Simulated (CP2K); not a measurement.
**C3H6FN (SMILES C/C=C(\N)F) at MNDOD**

What is the energy change on altering one bond length of C3H6FN at MNDOD? 

The calculation is run with CP2K 2026.2.

1 further run of the same task is left out (it didn't finish).

## 1. Starting point

The species is C3H6FN (11 atoms), meant as a singlet with charge 0. SMILES: `C/C=C(\N)F`. The shape is that of a GFN2-xTB optimisation. This is one conformer, not always the lowest.

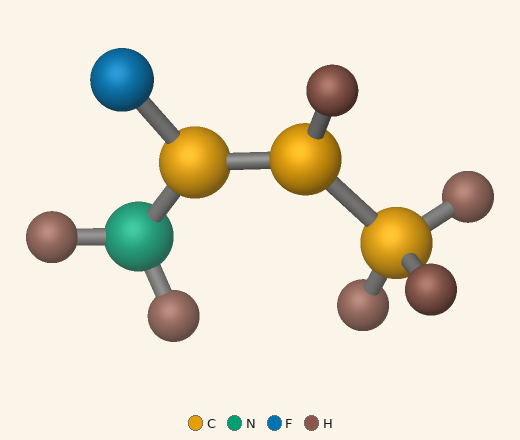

Viewed from a chosen angle; carbon amber, nitrogen teal, fluorine blue, hydrogen brown.

## 2. Energy and gradient at MNDOD

File molecule.xyz:

```xyz
11

C     -1.302610    -0.578380     0.474220
C     -0.258060     0.471240     0.675600
C      0.866160     0.581440    -0.020450
N      1.372130    -0.225460    -1.021120
F      1.730740     1.585380     0.281390
H     -2.245740    -0.121330     0.171810
H     -1.006900    -1.302880    -0.279400
H     -1.480050    -1.111160     1.407470
H     -0.436730     1.194220     1.454750
H      2.080590     0.224080    -1.581840
H      0.680470    -0.717160    -1.562440
```

File molecule.inp:

```
&GLOBAL
 PROJECT_NAME molecule
 RUN_TYPE ENERGY_FORCE
 PRINT_LEVEL MEDIUM
&END

&FORCE_EVAL
 METHOD QUICKSTEP
 &DFT
  &QS
   METHOD MNDOD
   EPS_DEFAULT 1.0E-10
   &SE
    &COULOMB
     CUTOFF [angstrom] 50
     RC_RANGE [angstrom] 0
    &END
    &EXCHANGE
     CUTOFF [angstrom] 50
     RC_RANGE [angstrom] 0
    &END
   &END
  &END
  &POISSON
   PERIODIC NONE
   POISSON_SOLVER ANALYTIC
  &END
  &SCF
   SCF_GUESS ATOMIC
   EPS_SCF 1.0E-06
   MAX_SCF 150
   ADDED_MOS 2
   &DIAGONALIZATION
    ALGORITHM STANDARD
   &END
   &MIXING
    METHOD DIRECT_P_MIXING
    ALPHA 0.4
   &END
  &END
  &PRINT
   &MOMENTS
    PERIODIC F
    REFERENCE COM
    MAX_MOMENT 1
   &END
   &MO ON
    ENERGIES T
    OCCUPATION_NUMBERS T
    NDIGITS 6
    &EACH
     QS_SCF 0
    &END
    ADD_LAST NUMERIC
   &END
   &HIRSHFELD OFF
   &END
  &END
 &END
 &SUBSYS
  &CELL
   ABC 12.3 10.9 11
   PERIODIC NONE
  &END
  &TOPOLOGY
   COORD_FILE_NAME molecule.xyz
   COORD_FILE_FORMAT XYZ
   &CENTER_COORDINATES
   &END
  &END
 &END
 &PRINT
  &FORCES ON
  &END
 &END
&END
```

On the command line:

```console
$ OMP_NUM_THREADS=1 cp2k.psmp -i molecule.inp -o molecule.out
```

The program printed:

```text
CP2K| version string:                                       CP2K version 2026.2
[...]
 GLOBAL| Method name                                                        CP2K
[...]
 GLOBAL| Run type                                                   ENERGY_FORCE
[...]
                             - Atoms:                                         11
[...]
                             - Spherical basis functions:                     26
[...]
 Number of electrons:                                                         30
[...]
     1 P_Mix/Diag. 0.40E+00    0.0     0.73496355       -34.0914906530 -3.41E+01
[...]
    16 DIIS/Diag.  0.78E-07    0.0     0.00000022       -42.4586475339 -2.27E-12
  *** SCF run converged in    16 steps ***
  Core-core repulsion energy [eV]:                           2330.41201024607881
  Core Hamiltonian energy [eV]:                             -1864.66743783206016
  Two-electron integral energy [eV]:                        -3242.20625698102458
  Electronic energy [eV]:                                   -3485.77056632257245
  Total energy [eV]:                                        -1155.35855607649387
  Atomic reference energy [eV]:                              1153.69635909444492
  Heat of formation [kcal/mol]:                               -38.33117604754976
[...]
 SE_DIPOLE| Moment [Debye]          1.10570543       0.65191452       1.81706015
 SE_DIPOLE| Derivative [a.u.]       0.00000000       0.00000000       0.00000000
 ENERGY| Total FORCE_EVAL ( QS ) energy [hartree]            -42.458647533948380
 FORCES| Atomic forces [hartree/bohr]
 FORCES|   Atom     x               y               z               |f|
 FORCES|      1  8.53132813E-03  1.45680104E-02  6.81781177E-03   1.82069504E-02
 FORCES|      2 -3.89436661E-02 -1.54171449E-02  1.39656491E-02   4.41512949E-02
 FORCES|      3  5.05559609E-02  5.72687714E-02  8.94525119E-03   7.69131646E-02
 FORCES|      4  2.00488831E-02 -2.39935631E-02 -2.27542145E-02   3.86704417E-02
 FORCES|      5 -1.48241246E-02 -2.01777072E-02 -7.38463077E-03   2.61041627E-02
 FORCES|      6 -1.39700485E-02  6.22737806E-03 -5.56222038E-03   1.62751587E-02
 FORCES|      7 -4.85743354E-04 -1.44472536E-02 -1.14049824E-02   1.84128408E-02
 FORCES|      8 -2.83648148E-03 -9.29641284E-03  1.45088553E-02   1.74635564E-02
 FORCES|      9 -7.95750437E-03  6.06243742E-03  1.20126850E-02   1.56326461E-02
 FORCES|     10 -6.38754333E-03 -6.96913952E-03 -5.54154441E-03   1.09580258E-02
 FORCES|     11  6.26893959E-03  6.17462384E-03 -3.60265995E-03   9.50814082E-03
 FORCES| Sum    -1.91513472E-15 -1.51094415E-15 -7.91033905E-16
 FORCES| Total atomic force                                       2.56445469E-15
[...]
```

It took 0.47 s on 1 thread of Arm Neoverse N1, shared host; peak memory 0.13 GiB.

## 3. The distorted shape at the same level

File molecule.xyz:

```xyz
11

C     -1.403821    -0.416972     0.674388
C     -0.359271     0.632648     0.875768
C      0.764949     0.742848     0.179718
N      1.372130    -0.225460    -1.021120
F      1.629529     1.746788     0.481558
H     -2.346951     0.040078     0.371978
H     -1.108111    -1.141472    -0.079232
H     -1.581261    -0.949752     1.607638
H     -0.537941     1.355628     1.654918
H      2.080590     0.224080    -1.581840
H      0.680470    -0.717160    -1.562440
```

File gas.inp:

```
&FORCE_EVAL
 METHOD QS
 &DFT
  CHARGE 0
  MULTIPLICITY 1
  &QS
   METHOD MNDOD
   EPS_DEFAULT 1.0E-10
   &SE
    &COULOMB
     CUTOFF [angstrom] 50
     RC_RANGE [angstrom] 0
    &END
    &EXCHANGE
     CUTOFF [angstrom] 50
     RC_RANGE [angstrom] 0
    &END
   &END
  &END
  # cluster boundary conditions
  &POISSON
   PERIODIC NONE
   POISSON_SOLVER ANALYTIC
  &END
  &SCF
   SCF_GUESS ATOMIC
   EPS_SCF 1.0E-06
   MAX_SCF 150
   ADDED_MOS 2
   &DIAGONALIZATION
    ALGORITHM STANDARD
   &END
   &MIXING
    METHOD DIRECT_P_MIXING
    ALPHA 0.4
   &END
  &END
  &PRINT
   &MOMENTS
    PERIODIC F
    REFERENCE COM
    MAX_MOMENT 1
   &END
   &MO ON
    ENERGIES T
    OCCUPATION_NUMBERS T
    NDIGITS 6
    &EACH
     QS_SCF 0
    &END
    ADD_LAST NUMERIC
   &END
   &HIRSHFELD OFF
   &END
  &END
 &END
 &SUBSYS
  &CELL
   ABC [angstrom] 12.4 10.9 11.2
   PERIODIC NONE
  &END
  &TOPOLOGY
   COORD_FILE_NAME molecule.xyz
   COORD_FILE_FORMAT XYZ
   &CENTER_COORDINATES
   &END
  &END
 &END
 &PRINT
  &FORCES ON
  &END
 &END
&END
&GLOBAL
 PROJECT_NAME gas
 RUN_TYPE ENERGY_FORCE
 PRINT_LEVEL MEDIUM
&END
```

On the command line:

```console
$ OMP_NUM_THREADS=1 cp2k.psmp -i gas.inp -o gas.out
```

The program printed:

```text
CP2K| version string:                                       CP2K version 2026.2
[...]
 GLOBAL| Method name                                                        CP2K
[...]
 GLOBAL| Run type                                                   ENERGY_FORCE
[...]
                             - Atoms:                                         11
[...]
                             - Spherical basis functions:                     26
[...]
 Number of electrons:                                                         30
[...]
     1 P_Mix/Diag. 0.40E+00    0.0     0.73539888       -34.2777896155 -3.43E+01
[...]
    16 DIIS/Diag.  0.20E-06    0.0     0.00000036       -42.4194790392 -7.41E-12
  *** SCF run converged in    16 steps ***
  Core-core repulsion energy [eV]:                           2258.90158109021877
  Core Hamiltonian energy [eV]:                             -1858.00262062733168
  Two-electron integral energy [eV]:                        -3110.38337518763547
  Electronic energy [eV]:                                   -3413.19430822114964
  Total energy [eV]:                                        -1154.29272713093064
  Atomic reference energy [eV]:                              1153.69635909444492
  Heat of formation [kcal/mol]:                               -13.75257472040950
[...]
 SE_DIPOLE| Moment [Debye]          1.63079984       0.35175604       1.30025036
 SE_DIPOLE| Derivative [a.u.]       0.00000000       0.00000000       0.00000000
 ENERGY| Total FORCE_EVAL ( QS ) energy [hartree]            -42.419479039204745
 FORCES| Atomic forces [hartree/bohr]
 FORCES|   Atom     x               y               z               |f|
 FORCES|      1  8.73617413E-03  1.31192684E-02  5.28504176E-03   1.66243078E-02
 FORCES|      2 -2.37767928E-02 -2.30993534E-02 -3.06081699E-03   3.32909088E-02
 FORCES|      3  1.03516824E-01 -1.50809046E-02 -9.81842651E-02   1.43468869E-01
 FORCES|      4 -2.52382846E-02  5.47068511E-02  1.07795402E-01   1.23489511E-01
 FORCES|      5 -2.18701995E-02 -4.60079986E-02 -2.58814888E-02   5.71392424E-02
 FORCES|      6 -1.37104989E-02  6.42648914E-03 -5.50589577E-03   1.61118723E-02
 FORCES|      7  6.02247683E-04 -1.34516219E-02 -1.14891785E-02   1.77005666E-02
 FORCES|      8 -2.68698553E-03 -9.08539478E-03  1.45995065E-02   1.74043064E-02
 FORCES|      9 -7.17827148E-03  6.79915016E-03  1.20350771E-02   1.55755932E-02
 FORCES|     10 -1.85256684E-02  4.71166942E-03  2.33056561E-03   1.92569924E-02
 FORCES|     11  1.31455749E-04  2.09618451E-02  2.07605190E-03   2.10648100E-02
 FORCES| Sum     3.33066907E-16 -1.36696210E-15 -4.85722573E-16
 FORCES| Total atomic force                                       1.48843722E-15
[...]
```

Run time: 0.47 s. Hardware: 1 thread of Arm Neoverse N1, shared host; peak memory 0.13 GiB.

## 4. Outcome

Level: MNDOD.

| quantity | value |
| --- | --- |
| first shape: total energy | -42.45865 Eh |
| first shape: dipole moment | 2.22 D |
| first shape: HOMO energy | -9.23 eV |
| first shape: LUMO energy | 0.73 eV |
| first shape: HOMO–LUMO gap | 9.96 eV |
| first shape: heat of formation at this unrelaxed shape | -38.3 kcal/mol |
| first shape: largest force on an atom | 3.955 eV/Å |
| distorted shape: total energy | -42.41948 Eh |
| distorted shape: dipole moment | 2.12 D |
| distorted shape: HOMO energy | -9.73 eV |
| distorted shape: LUMO energy | 0.58 eV |
| distorted shape: HOMO–LUMO gap | 10.31 eV |
| distorted shape: heat of formation at this unrelaxed shape | -13.8 kcal/mol |
| distorted shape: largest force on an atom | 7.377 eV/Å |
| energy change with the C3–N4 bond stretched from 1.381 to 1.658 Å | 1.066 eV |

What this shows: With the C3–N4 bond stretched from 1.381 to 1.658 Å the energy rises by 1.07 eV (103 kJ/mol). The first shape isn't relaxed at this level, so the change isn't measured from a minimum. The largest force (first shape) is 3.96 eV/Å: the shape isn't a stationary point for this species at this level.
